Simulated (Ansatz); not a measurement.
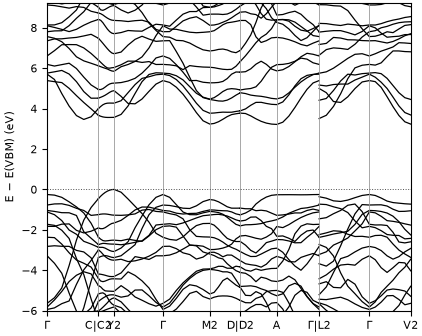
*Band structure from the program Ansatz at the r²SCAN level (PAW)*

Problem. Read off the gap and where the band edges lie.

Solution. About 3.2 eV (3.22 eV by a search for the band edges); maximum at Y2, minimum at A.

The material is B4C in space group Cm (No. 8; Pearson symbol mS30).

The first step of the workflow began from a Materials Project structure, measured or hypothetical; the Crystallography Open Database copy checked does not list it. Whether it is the stable phase at ambient conditions was not checked. Symmetry was held in the r²SCAN relaxation; of distortions, only those at the zone centre were tested.

Potentials: the later of the program's two PAW sets.
